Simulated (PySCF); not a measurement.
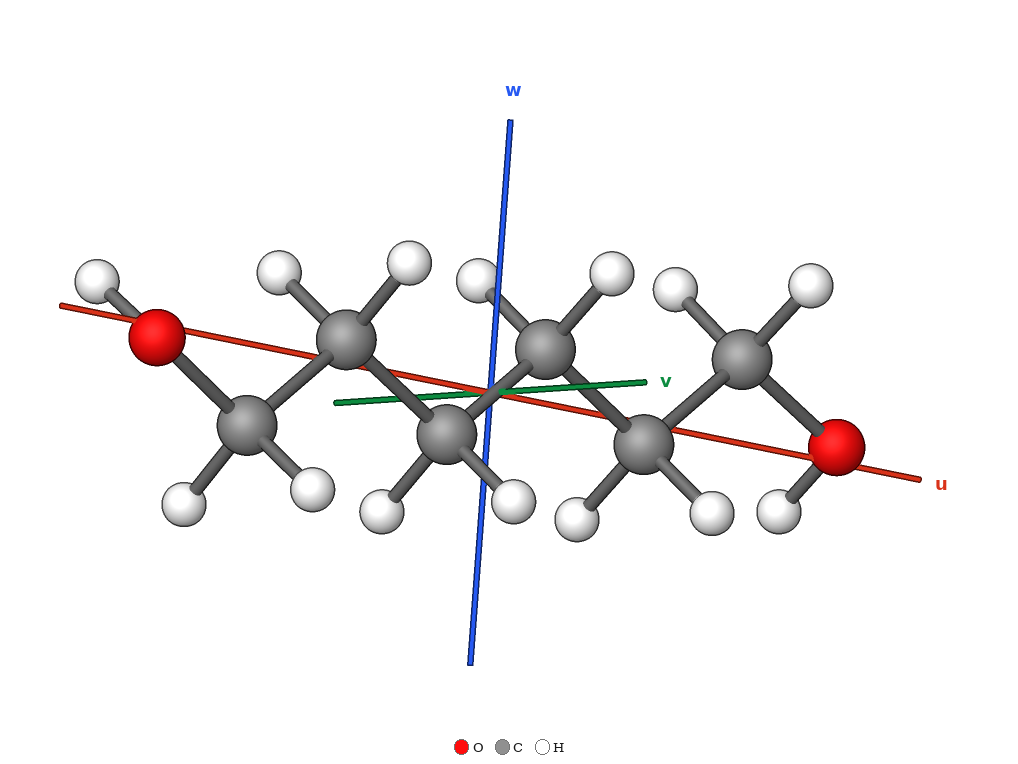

The lines u, v and w are the principal axes of the static dipole polarisability. The computed structure is the end point of a PBE0-D3(BJ)/def2-SVP optimisation. No frequency run is at hand to confirm it as a minimum. Computed with PBE0/6-31+G* (PySCF 2.14.0).

Question. Along which axis is the molecule most polarisable, and along which least?

Answer. Most along u, least along v.

Question. Give the three principal values.

Answer. u 94.9, v 69.4, w 75.7 bohr³; mean 80.0, anisotropy 23.0 bohr³.
